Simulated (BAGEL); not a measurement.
**C2H6BN (SMILES [BH3-]C#[N+]C) at HF/cc-pVDZ (density fitting with cc-pvqz-jkfit)**

Aim: the vertical ionisation energy of C2H6BN at HF/cc-pVDZ (density fitting with cc-pvqz-jkfit), from 2 runs. 

The calculation is run with BAGEL 1.2.2.

**1. The structure to begin with**

The species is C2H6BN (10 atoms), meant as a singlet with charge 0. As SMILES, `[BH3-]C#[N+]C`. The coordinates come from a PBE0-D4/def2-TZVP relaxation.

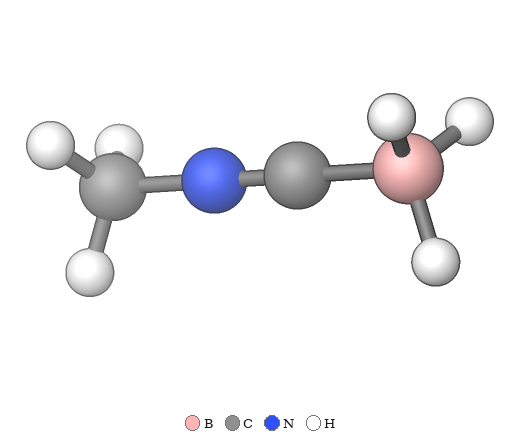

Viewed from a chosen angle; boron pink, carbon grey, nitrogen blue, hydrogen white.

**2. The energy at HF/cc-pVDZ (density fitting with cc-pvqz-jkfit)**

The input, job.json:

```json
{ "bagel": [

{
  "title": "molecule",
  "basis": "cc-pvdz.json",
  "df_basis": "cc-pvqz-jkfit",
  "angstrom": "true",
  "geometry": [
    { "atom": "B", "xyz": [      -1.081490,       1.190110,      -1.304370 ] },
    { "atom": "C", "xyz": [      -0.280220,       0.307620,      -0.337860 ] },
    { "atom": "N", "xyz": [       0.322890,      -0.356720,       0.389990 ] },
    { "atom": "C", "xyz": [       1.058250,      -1.164470,       1.276290 ] },
    { "atom": "H", "xyz": [      -1.406670,       0.471340,      -2.224980 ] },
    { "atom": "H", "xyz": [      -2.032680,       1.600560,      -0.674520 ] },
    { "atom": "H", "xyz": [      -0.331540,       2.078420,      -1.648510 ] },
    { "atom": "H", "xyz": [       1.114260,      -2.181710,       0.886430 ] },
    { "atom": "H", "xyz": [       2.067550,      -0.765500,       1.386090 ] },
    { "atom": "H", "xyz": [       0.569650,      -1.179670,       2.251460 ] }
  ]
},

{
  "title": "hf"
},

{
  "title": "print",
  "file": "orbitals.molden",
  "orbitals": "true"
}

]}
```

The basis set cc-pVDZ is read from a file made from the Basis Set Exchange's data (not shown).

Started as:

```console
$ BAGEL_NUM_THREADS=1 BAGEL job.json > job.out
```

Standard output:

```text
* using 1 threads per process

  ===============================================================
  ===============================================================

  *** Geometry ***

  { "atom" : "B", "xyz" : [     -2.043720,      2.248982,     -2.464902 ] },
  { "atom" : "C", "xyz" : [     -0.529539,      0.581318,     -0.638463 ] },
  { "atom" : "N", "xyz" : [      0.610174,     -0.674103,      0.736974 ] },
  { "atom" : "C", "xyz" : [      1.999803,     -2.200529,      2.411839 ] },
  { "atom" : "H", "xyz" : [     -2.658221,      0.890704,     -4.204603 ] },
  { "atom" : "H", "xyz" : [     -3.841209,      3.024620,     -1.274658 ] },
  { "atom" : "H", "xyz" : [     -0.626520,      3.927645,     -3.115232 ] },
  { "atom" : "H", "xyz" : [      2.105646,     -4.122834,      1.675110 ] },
  { "atom" : "H", "xyz" : [      3.907103,     -1.446585,      2.619330 ] },
  { "atom" : "H", "xyz" : [      1.076482,     -2.229253,      4.254643 ] },

  Number of auxiliary basis functions:      730

  Since a DF basis is specified, we compute 2- and 3-index integrals:
    o Being stored without compression. Storage requirement is 0.043 GB

  Number of basis functions:       86
  Number of electrons      :       30

    * METHOD: MOLECULE                             0.50

  *** RHF ***

  === Nuclear Repulsion ===
   101.5309635609

      * DIIS with orbital gradients will be used.

  === RHF iteration (cc-pvdz.json) ===
      0       -158.21206533          0.01193024           0.08
      1       -158.31354590          0.00484960           0.08
      2       -158.32347926          0.00228531           0.08
      3       -158.32615440          0.00064469           0.09
      4       -158.32636986          0.00006736           0.08
      5       -158.32637475          0.00001637           0.08
      6       -158.32637501          0.00000336           0.08
      7       -158.32637502          0.00000093           0.08
      8       -158.32637502          0.00000019           0.08
      9       -158.32637502          0.00000005           0.08
     10       -158.32637502          0.00000002           0.08
     11       -158.32637502          0.00000000           0.08
    * SCF iteration converged.

    * Permanent dipole moment:
           (   -1.420042,     1.562500,    -1.712441) a.u.

    * METHOD: HF                                   1.15

    * METHOD: PRINT                                0.01

  ===============================================================
```

Wall time 1.9 s (1 thread of Arm Neoverse V2, shared host); peak memory 0.14 GiB.

**3. The doublet cation at the same level**

The input, hf.json:

```json
{ "bagel" : [

{
  "title" : "molecule",
  "basis" : "cc-pvdz.json",
  "df_basis" : "cc-pvqz-jkfit",
  "angstrom" : "true",
  "geometry" : [
    { "atom" : "B", "xyz" : [      -1.081490,       1.190110,      -1.304370 ] },
    { "atom" : "C", "xyz" : [      -0.280220,       0.307620,      -0.337860 ] },
    { "atom" : "N", "xyz" : [       0.322890,      -0.356720,       0.389990 ] },
    { "atom" : "C", "xyz" : [       1.058250,      -1.164470,       1.276290 ] },
    { "atom" : "H", "xyz" : [      -1.406670,       0.471340,      -2.224980 ] },
    { "atom" : "H", "xyz" : [      -2.032680,       1.600560,      -0.674520 ] },
    { "atom" : "H", "xyz" : [      -0.331540,       2.078420,      -1.648510 ] },
    { "atom" : "H", "xyz" : [       1.114260,      -2.181710,       0.886430 ] },
    { "atom" : "H", "xyz" : [       2.067550,      -0.765500,       1.386090 ] },
    { "atom" : "H", "xyz" : [       0.569650,      -1.179670,       2.251460 ] }
  ]
},

{
  "title" : "uhf",
  "charge" : 1,
  "nopen" : 1
},

{
  "title" : "print",
  "file" : "orbitals.molden",
  "orbitals" : "true"
}

]}
```

The basis set cc-pVDZ is read from a file made from the Basis Set Exchange's data (not shown).

Started as:

```console
$ BAGEL_NUM_THREADS=1 BAGEL hf.json > hf.out
```

Standard output:

```text
* using 1 threads per process

  ===============================================================
  ===============================================================

  *** Geometry ***

  { "atom" : "B", "xyz" : [     -2.043720,      2.248982,     -2.464902 ] },
  { "atom" : "C", "xyz" : [     -0.529539,      0.581318,     -0.638463 ] },
  { "atom" : "N", "xyz" : [      0.610174,     -0.674103,      0.736974 ] },
  { "atom" : "C", "xyz" : [      1.999803,     -2.200529,      2.411839 ] },
  { "atom" : "H", "xyz" : [     -2.658221,      0.890704,     -4.204603 ] },
  { "atom" : "H", "xyz" : [     -3.841209,      3.024620,     -1.274658 ] },
  { "atom" : "H", "xyz" : [     -0.626520,      3.927645,     -3.115232 ] },
  { "atom" : "H", "xyz" : [      2.105646,     -4.122834,      1.675110 ] },
  { "atom" : "H", "xyz" : [      3.907103,     -1.446585,      2.619330 ] },
  { "atom" : "H", "xyz" : [      1.076482,     -2.229253,      4.254643 ] },

  Number of auxiliary basis functions:      730

  Since a DF basis is specified, we compute 2- and 3-index integrals:
    o Being stored without compression. Storage requirement is 0.043 GB

  Number of basis functions:       86
  Number of electrons      :       30

    * METHOD: MOLECULE                             0.49

  *** Open-shell HF ***

  === Nuclear Repulsion ===
   101.5309635609

      * DIIS with orbital gradients will be used.

  === UHF iteration (cc-pvdz.json) ===
      0       -157.82129583          0.01948339           0.16
      1       -157.92852774          0.00761837           0.20
      2       -157.94954260          0.00370872           0.15
      3       -157.95782011          0.00251587           0.14
      4       -157.96307959          0.00145385           0.14
      5       -157.96516993          0.00079018           0.15
      6       -157.96564436          0.00027115           0.15
      7       -157.96572061          0.00013659           0.14
      8       -157.96576407          0.00005825           0.14
      9       -157.96577964          0.00003097           0.15
     10       -157.96578657          0.00002486           0.14
     11       -157.96578970          0.00002272           0.15
     12       -157.96579237          0.00002259           0.15
     13       -157.96579317          0.00002273           0.15
     14       -157.96579132          0.00002213           0.14
     15       -157.96578969          0.00002126           0.14
     16       -157.96578732          0.00001898           0.15
     17       -157.96578680          0.00001545           0.15
     18       -157.96578767          0.00001259           0.15
     19       -157.96578856          0.00000878           0.15
     20       -157.96578874          0.00000536           0.15
     21       -157.96578867          0.00000314           0.14
     22       -157.96578869          0.00000263           0.15
     23       -157.96578872          0.00000250           0.16
     24       -157.96578874          0.00000248           0.15
     25       -157.96578877          0.00000248           0.15
     26       -157.96578877          0.00000248           0.15
     27       -157.96578876          0.00000250           0.15
     28       -157.96578875          0.00000232           0.15
     29       -157.96578871          0.00000201           0.15
     30       -157.96578868          0.00000159           0.15
     31       -157.96578867          0.00000100           0.15
     32       -157.96578868          0.00000072           0.15
     33       -157.96578869          0.00000064           0.15
     34       -157.96578870          0.00000048           0.15
     35       -157.96578870          0.00000034           0.14
     36       -157.96578870          0.00000030           0.15
     37       -157.96578870          0.00000029           0.14
     38       -157.96578870          0.00000029           0.15
     39       -157.96578870          0.00000029           0.14
     40       -157.96578870          0.00000029           0.15
     41       -157.96578870          0.00000029           0.14
     42       -157.96578870          0.00000029           0.14
     43       -157.96578870          0.00000025           0.14
     44       -157.96578870          0.00000018           0.14
     45       -157.96578870          0.00000010           0.15
     46       -157.96578870          0.00000007           0.14
     47       -157.96578870          0.00000006           0.14
     48       -157.96578870          0.00000004           0.14
     49       -157.96578870          0.00000002           0.14
     50       -157.96578870          0.00000002           0.14
     51       -157.96578870          0.00000002           0.15
     52       -157.96578870          0.00000002           0.14
     53       -157.96578870          0.00000001           0.15
     54       -157.96578870          0.00000001           0.14
     55       -157.96578870          0.00000001           0.14
     56       -157.96578870          0.00000001           0.14
    * SCF iteration converged.

    * S^2 (UHF) is 0.8351

    * Permanent dipole moment:
           (    0.125853,    -0.457791,    -0.003851) a.u.

    * METHOD: UHF                                  8.55

    * METHOD: PRINT                                0.01

  ===============================================================
```

Wall time 9.3 s (1 thread of Arm Neoverse V2, shared host); peak memory 0.14 GiB.

**4. Summary of results**

At HF/cc-pVDZ (density fitting with cc-pvqz-jkfit):

```
                                          quantity          value
                      singlet C2H6BN: total energy  -158.32638 Eh
                     singlet C2H6BN: dipole moment         6.91 D
                       singlet C2H6BN: HOMO energy      -11.19 eV
                       singlet C2H6BN: LUMO energy        4.06 eV
                     singlet C2H6BN: HOMO–LUMO gap       15.24 eV
                      doublet cation: total energy  -157.96579 Eh
                              doublet cation: ⟨S²⟩          0.835
vertical ionisation energy (to the doublet cation)       9.812 eV
```

What this shows: Removing an electron at fixed nuclei costs 9.81 eV (226 kcal/mol). The negative HOMO energy of the first species, 11.19 eV, lies 1.37 eV above that difference.
